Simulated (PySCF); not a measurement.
Vertical excitations of a molecule C2H6OSi2 from TDA-PBE/def2-SVPD run with PySCF, as energy in eV (oscillator strength): 5.26 (0.057), 5.75 (0.007), 6.08 (0.001), 6.16 (0.000), 6.58 (0.002), 6.60 (0.000), 6.74 (0.027), 6.85 (0.012), 6.94 (0.220), 6.94 (0.000). Lowest triplet (TDA): 4.19 eV. The structure is a stationary point at PBE0-D3(BJ)/def2-SVP. One conformer was computed; it need not be the lowest.

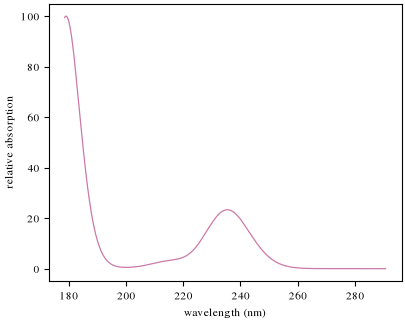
*The lines broadened by 0.4 eV.*

Q: Which structure fits?
(A) C1=C[SiH2][SiH2]O1
(B) O=C1[SiH2]C[SiH2]1
(C) C1=C[SiH2]O[SiH2]1
(D) O[Si@@H]1C=C[SiH2]1

A: C, C1=C[SiH2]O[SiH2]1
